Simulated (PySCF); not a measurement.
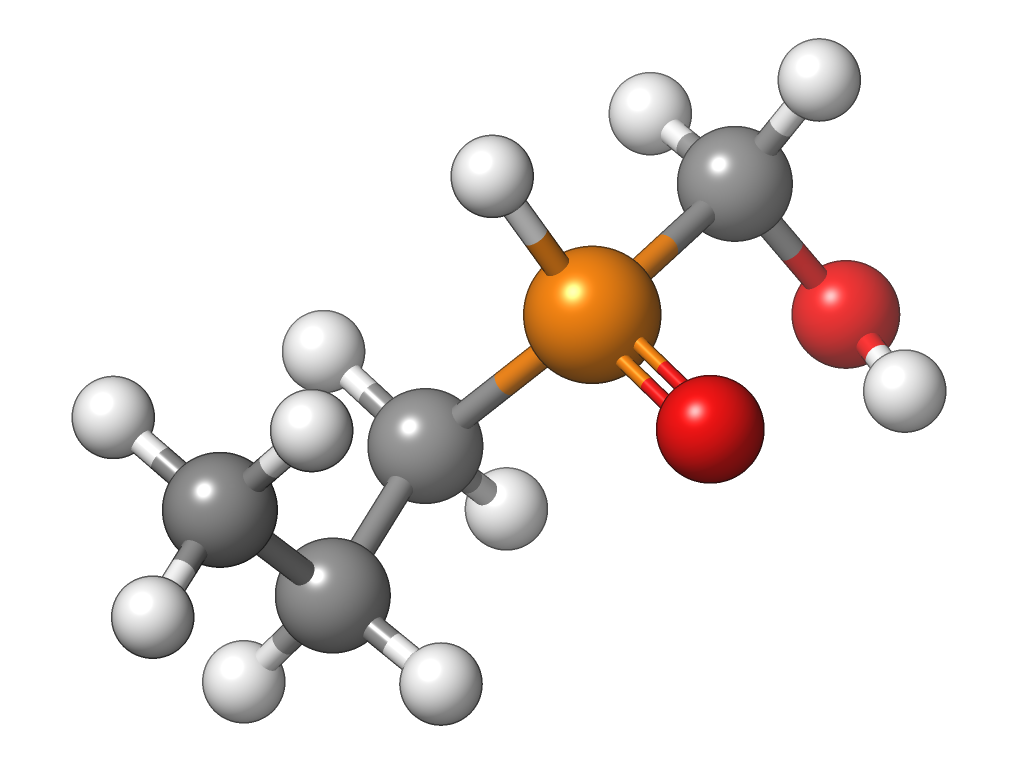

Ball-and-stick drawing of a structure. Colours: carbon grey, phosphorus orange, oxygen red, hydrogen white.

The computed structure is the end point of a GFN2-xTB optimisation. No frequency run is at hand to confirm it as a minimum.

Description:

The molecule is C₄H₁₁O₂P. SMILES: `CCC[P@@H](=O)CO`. It has no ring. Among its groups: alcohol. The point group is C1. Coordination: 4 C tetrahedral; 1 P tetrahedral; 1 O bent.

The parts below concern this one geometry. Atoms keep their numbers from picture to picture.

**Shape**

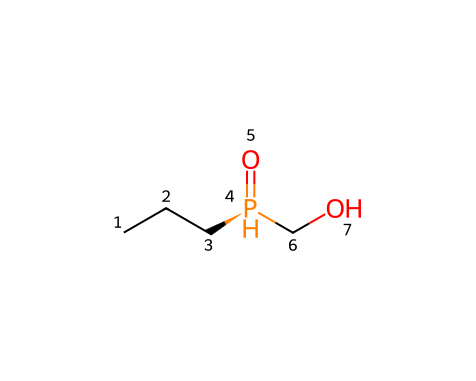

Skeletal drawing with numbered atoms; wedges and dashes mark any stereocentres. The configuration is that of a computed structure (GFN2-xTB).

> Give the R/S and E/Z labels.

P4: R.

**Dipole moment**

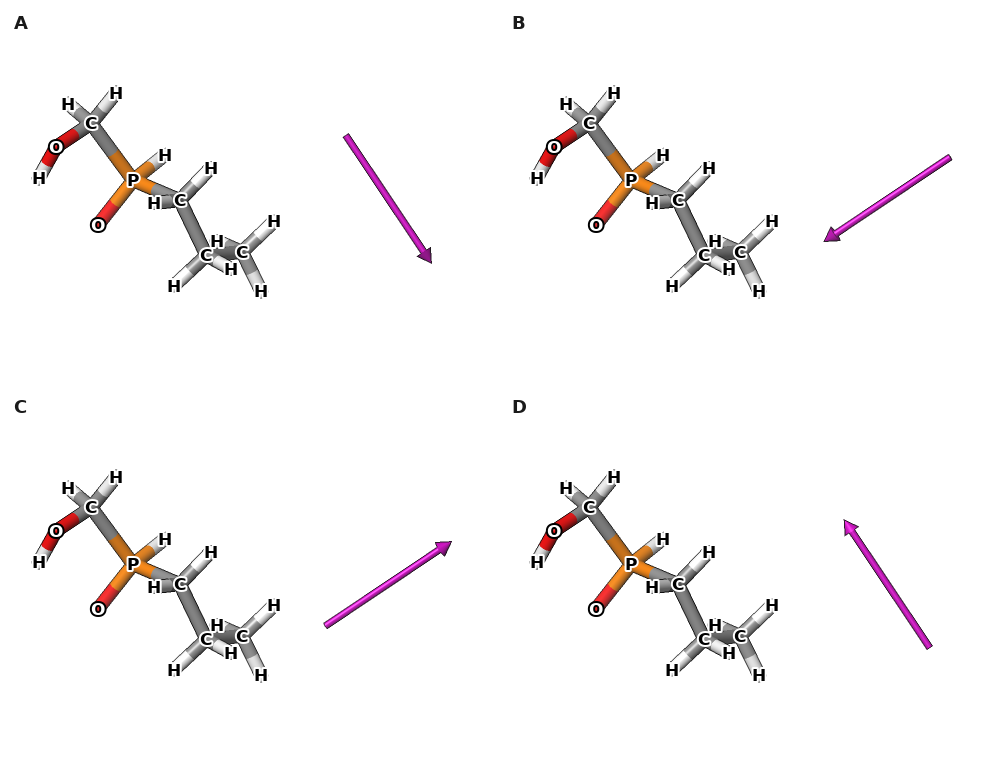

The same molecule four times, each with an arrow. No frequency run is at hand to confirm it as a minimum. Method: ωB97X-D/def2-SVPD, gas phase (PySCF 2.14.0).

> Which arrow points along the dipole moment, from the negative to the positive end?

C. The dipole moment is 3.30 D.

**Excitation**

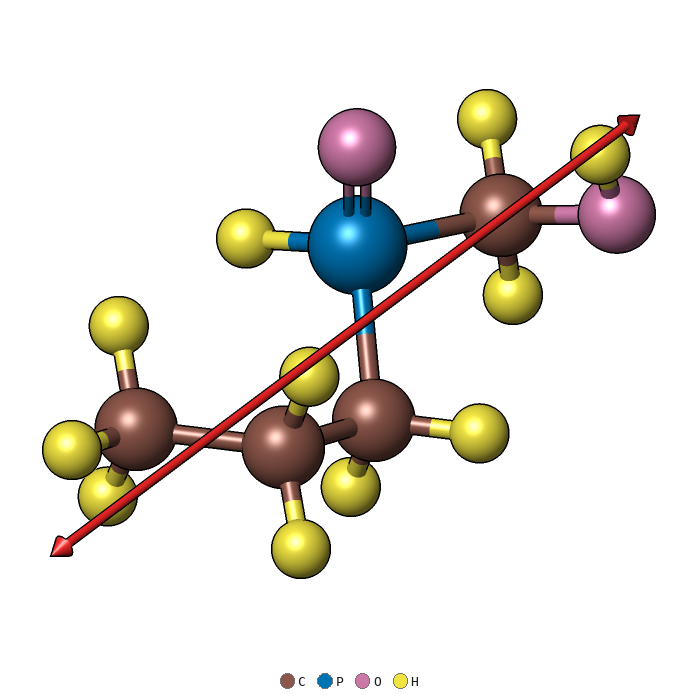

The double arrow shows the direction of the transition dipole to excited singlet state 7 (its length means nothing). No frequency run is at hand to confirm it as a minimum. Level of theory: TDDFT ωB97X-D/def2-SVPD, vertical, gas phase, core orbitals frozen in the response (PySCF 2.14.0).

> Where does the transition lie, and how strong is it?

8.51 eV (146 nm), oscillator strength 0.054, of mixed character, with the largest part HOMO → LUMO+3 (weight 0.24); transition dipole 1.30 D.

**Polarisability**

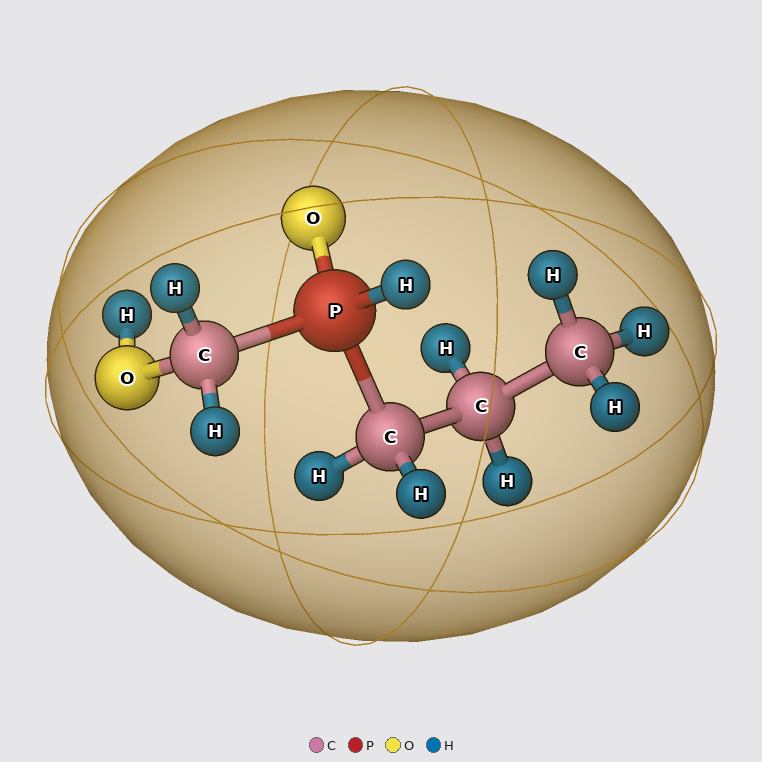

The ellipsoid shows the static dipole polarisability: its half-axes are proportional to the principal values. No frequency run is at hand to confirm it as a minimum. Method: ωB97X-D/def2-SVPD (PySCF 2.14.0).

> How large and how anisotropic is the polarisability?

Principal values 72.8, 73.9, 91.3 bohr³; mean 79.3 bohr³ (11.76 Å³); anisotropy 18.0 bohr³, so the longest axis is 1.25 times the shortest.

The geometry is semi-empirical. Around P such bond lengths and angles can be off by a tenth of an ångström or more and by several degrees, and values that hang on the shape move with them.
